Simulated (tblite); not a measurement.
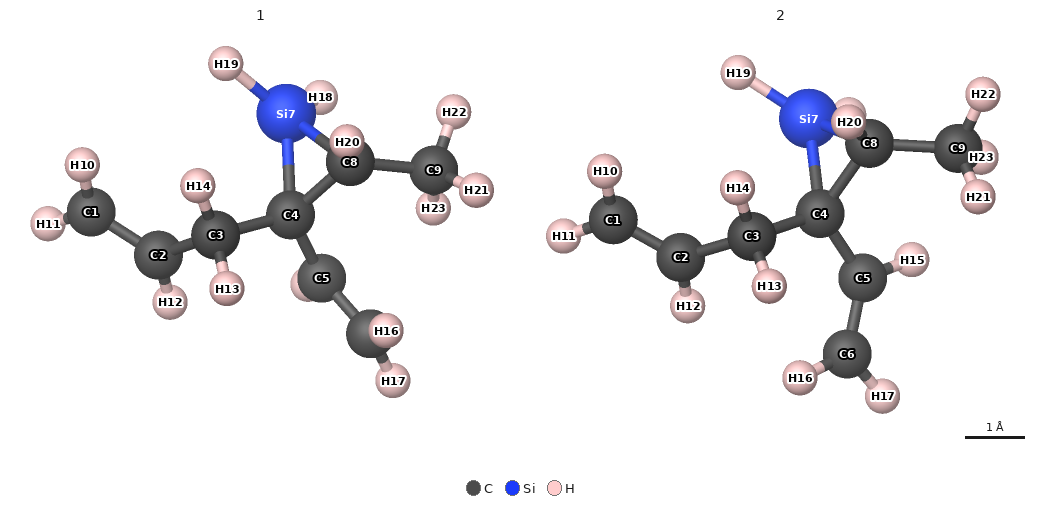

Two geometries of C₈H₁₄Si, drawn at one scale. One is the start of a relaxation, the other its converged end. Style: ball-and-stick. Shown face on.

Theory: tblite, GFN2-xTB geometry optimisation, gas phase. 

Q: Which one is relaxed?

A: Structure 2 is the relaxed one. H16 moves most after the best rigid fit: 2.16 Å. Largest moves by element: H 2.16 Å, C 0.90 Å, Si 0.48 Å. Among the contacts that change: C4–C8 1.490 → 1.550 Å, C4–Si7 1.869 → 1.919 Å, C1–C2 1.366 → 1.320 Å, C3–H13 1.126 → 1.095 Å. Bond angles that change, for instance: Si7–C8–C9 109.1° → 123.9°, C4–C8–H20 122.1° → 111.6°, C4–C5–H15 123.4° → 114.4°. Groups turn about C4–C5 by about 85°, C8–C9 by about 45°. The energy falls by 19.3 kcal/mol in 192 geometry steps. Cost: 1.8 s on 1 thread of Arm Neoverse V1 (shared host).
